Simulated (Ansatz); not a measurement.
Frequency calculation, with input and output: GaNH₂ClF

- system: GaNH₂ClF, SMILES [NH2][Ga]([F])[Cl]
- method: B3LYP/6-31G*, RKS (Ansatz 0.2.0)

The geometry was optimised with B3LYP/6-31G*. Figures and captions count atoms from 1; the log counts them from 0 in places.

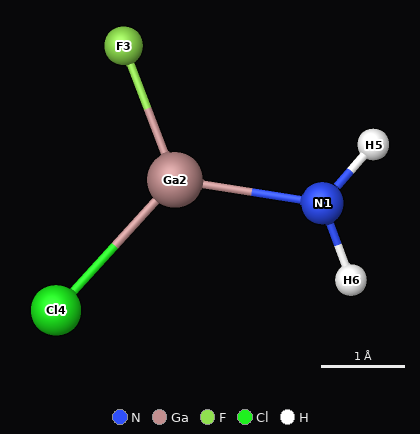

Figure 1. The structure as given in the input (ball-and-stick view, seen on its broad side; atoms are numbered from 1 in the order of the input). Sticks mark near contacts. Bond lengths as drawn: Cl–Ga 2.15 Å, F–Ga 1.75 Å, Ga–N 1.82 Å and H–N 1.01 Å.

**Input file**
```yaml
crystal:
  periodic: [false, false, false]
  atoms:
    - {symbol: N, position_ang: [-0.135181, 1.066272, -0.119518]}
    - {symbol: Ga, position_ang: [0.245632, -0.702635, 0.025539]}
    - {symbol: F, position_ang: [1.578568, -1.230073, 1.022630]}
    - {symbol: Cl, position_ang: [-0.765171, -2.208477, -1.130268]}
    - {symbol: H, position_ang: [0.166585, 1.682013, 0.627161]}
    - {symbol: H, position_ang: [-1.048334, 1.329100, -0.471744]}
basis:
  gaussian: {orbitals: "6-31G*"}
hamiltonian: {xc: {name: B3LYP}}
phonons: {temperatures: {t_min: 298.15, t_max: 298.15, t_step: 1}}
```

Launched with:
```bash
ansatz run in.yaml --threads 1 --pin off --max-ram 3480MiB --events-out events.jsonl --progress --plain --runs-dir runs
```

**What the program printed**
```
Functional definition: B3LYP
  name "B3LYP"
  parameter a0 = 0.2
  parameter ax = 0.72
  parameter ac = 0.81
  exchange = (1 - a0 - ax)*slater_x + ax*b88_x + a0*exact_x
  correlation = (1 - ac)*vwn_rpa_c + ac*lyp_c
899 factors; integrals over basis functions are off by at most 3.6e-4 eV
mean field evaluation 1: about -69128.2340 eV, gradient 6.9e1 eV
mean field evaluation 2: about -69101.8424 eV, gradient 1.2e2 eV
mean field evaluation 4: about -69136.6655 eV, gradient 9.3e0 eV
mean field evaluation 8: about -69136.8390 eV, gradient 2.0e-1 eV
mean field evaluation 16: about -69136.8391 eV, gradient 1.5e-5 eV
mean field -69136.83909817 eV, -2540.7319742251 hartree, gradient 1.5e-5 eV, S^2 0.000000; 0 other end points of the search recorded, 0 dependent functions left out
the calculation of the forces begins
reference -69136.83935798 eV, -2540.7319837729 hartree; 33, 33 occupied and 55, 55 virtual orbitals, 899 factors
these checks for a lower state are left out or cut short: stability, starts, cluster_reference, orbital_swaps, neighbouring_geometries, increment
899 factors; integrals over basis functions are off by at most 3.6e-4 eV
mean field -69136.83895406 eV, -2540.7319689290 hartree, gradient 2.8e-6 eV, S^2 0.000000; 0 other end points of the search recorded, 0 dependent functions left out
[... from here on the field's lines of each further geometry are left out, up to the last ...]
the calculation of the forces begins
reference -69136.83933452 eV, -2540.7319829107 hartree; 33, 33 occupied and 55, 55 virtual orbitals, 899 factors
these checks for a lower state are left out or cut short: stability, starts, cluster_reference, orbital_swaps, neighbouring_geometries, increment
899 factors; integrals over basis functions are off by at most 3.6e-4 eV
mean field -69136.83907371 eV, -2540.7319733260 hartree, gradient 2.0e-6 eV, S^2 0.000000; 0 other end points of the search recorded, 0 dependent functions left out
the calculation of the forces begins
reference -69136.83933352 eV, -2540.7319828739 hartree; 33, 33 occupied and 55, 55 virtual orbitals, 899 factors
Total energy: -69136.83935798 eV, -2540.7319837729 hartree
Atom 0 at    -0.135181     1.066272    -0.119518 Å, force    -0.000637    -0.000129    -0.000602 eV/Å
Atom 1 at     0.245632    -0.702635     0.025539 Å, force     0.000228    -0.000047     0.000067 eV/Å
Atom 2 at     1.578568    -1.230073     1.022630 Å, force    -0.000068     0.000013    -0.000017 eV/Å
Atom 3 at    -0.765171    -2.208477    -1.130268 Å, force    -0.000092    -0.000066    -0.000044 eV/Å
Atom 4 at     0.166585     1.682013     0.627161 Å, force     0.000129     0.000342     0.000420 eV/Å
Atom 5 at    -1.048334     1.329100    -0.471744 Å, force     0.000440    -0.000112     0.000176 eV/Å
Dipole moment:    -0.295951     0.562086     0.115389 e Å
Vibrations: 141.98 173.54 182.89 320.07 365.03 411.28 681.48 732.47 837.44 1593.88 3555.11 3662.20 cm⁻¹, zero-point energy 0.784656 eV
```

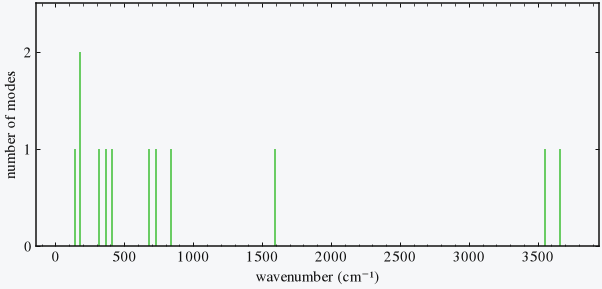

Figure 2. Harmonic vibrational wavenumbers from the force constants; neighbouring modes closer than 16 cm⁻¹ are counted in one stick. 12 modes from 142 to 3662 cm⁻¹, none imaginary.

**Key numbers**

| quantity | value |
| --- | --- |
| outcome | converged |
| total energy | −2540.731984 hartree |
| basis functions | 88 |
| largest force | 0.001 eV/Å |
| zero-point energy | 0.028836 hartree |
| dipole moment | 3.10 D |
| wavenumbers, lowest and highest | 142 and 3662 cm⁻¹ |
| hardware | 1 thread of Arm Neoverse V2, 112 GiB of memory available, shared host |
| wall time | 98 s |
| peak memory | 0.18 GiB |
